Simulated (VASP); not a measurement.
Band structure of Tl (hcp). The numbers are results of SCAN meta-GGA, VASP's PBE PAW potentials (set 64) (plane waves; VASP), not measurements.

Unless said otherwise, spin-orbit coupling is left out, though it shifts the bands of the heavy elements here.

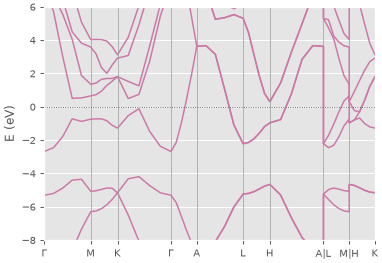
*Bands along high-symmetry lines, zero at the valence-band maximum or, without a gap, the Fermi level*

### Question
Read the plot: is there a gap, and where are the band edges?

### Answer
It has no gap at this level: it comes out as a metal or semimetal.

The compound is Tl in the hcp structure. It was relaxed first.
